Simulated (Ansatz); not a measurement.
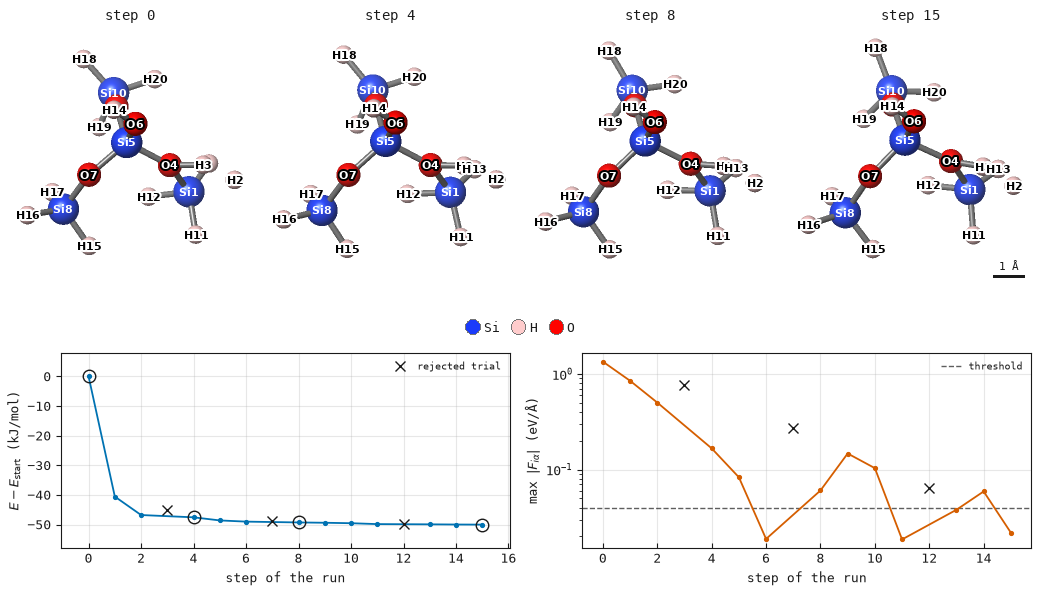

Frames of a constrained relaxation of Si4H12O4, marked on the history of the run. The picture is a ball-and-stick view, seen at a tilt.

The reaction that was planned forms Si1–O4, H2–H3 and breaks Si1–H2, H3–O4 (atoms numbered from 1 in input order).

Theory: RKS PBE0-D4/def2-SVP in Ansatz 0.2.0. Set-up: held fixed: the distance between atoms 1 (Si) and 4 (O), the distance between atoms 2 (H) and 3 (H), the distance between atoms 1 (Si) and 2 (H), the distance between atoms 3 (H) and 4 (O), counting from 1; force threshold 0.04 eV/Å; at most 150 steps.

> What happens along the run?

After 12 accepted moves (15 points after the start) the energy has fallen by 50.0 kJ/mol. The largest force component goes from 1.4 to 0.022 eV/Å. The line search rejected the trial steps at points 3, 7, 12 of the run. The forces were under the threshold at step 6, but the run went on from there. The atom that moves furthest after the best rigid fit is an H atom (0.56 Å). By element the largest moves are H 0.56 Å, O 0.14 Å, Si 0.14 Å. Among the contacts that change: O–Si 1.625 → 1.698 Å, O–Si 1.627 → 1.670 Å, H–Si 1.454 → 1.489 Å, H–Si 1.497 → 1.530 Å. Among the angles between lasting bonds that change: H–Si–H 134.3° → 117.0°, O–Si–H 108.2° → 118.6°, O–Si–H 110.6° → 118.6°. Groups turn about O–Si by about 30°. From step 0 to 4: H atoms move most (0.27 Å), energy −47.6 kJ/mol. From step 4 to 8: H atoms move most (0.25 Å), energy −1.73 kJ/mol. From step 8 to 15: an H atom moves most (0.27 Å), energy −0.74 kJ/mol.

```json
{"step": "0", "E − E(0), kJ/mol": "0.00", "largest force component, eV/Å": "1.3503", "note": ""}
{"step": "1", "E − E(0), kJ/mol": "-40.56", "largest force component, eV/Å": "0.8512", "note": ""}
{"step": "2", "E − E(0), kJ/mol": "-46.79", "largest force component, eV/Å": "0.5035", "note": ""}
{"step": "3", "E − E(0), kJ/mol": "-45.23", "largest force component, eV/Å": "0.7608", "note": "rejected"}
{"step": "4", "E − E(0), kJ/mol": "-47.56", "largest force component, eV/Å": "0.1670", "note": ""}
{"step": "5", "E − E(0), kJ/mol": "-48.61", "largest force component, eV/Å": "0.0832", "note": ""}
{"step": "6", "E − E(0), kJ/mol": "-49.01", "largest force component, eV/Å": "0.0188", "note": ""}
{"step": "7", "E − E(0), kJ/mol": "-48.83", "largest force component, eV/Å": "0.2716", "note": "rejected"}
{"step": "8", "E − E(0), kJ/mol": "-49.29", "largest force component, eV/Å": "0.0606", "note": ""}
{"step": "9", "E − E(0), kJ/mol": "-49.39", "largest force component, eV/Å": "0.1476", "note": ""}
{"step": "10", "E − E(0), kJ/mol": "-49.55", "largest force component, eV/Å": "0.1037", "note": ""}
{"step": "11", "E − E(0), kJ/mol": "-49.85", "largest force component, eV/Å": "0.0186", "note": ""}
{"step": "12", "E − E(0), kJ/mol": "-49.85", "largest force component, eV/Å": "0.0650", "note": "rejected"}
{"step": "13", "E − E(0), kJ/mol": "-49.93", "largest force component, eV/Å": "0.0380", "note": ""}
{"step": "14", "E − E(0), kJ/mol": "-49.99", "largest force component, eV/Å": "0.0592", "note": ""}
{"step": "15", "E − E(0), kJ/mol": "-50.03", "largest force component, eV/Å": "0.0219", "note": ""}
```
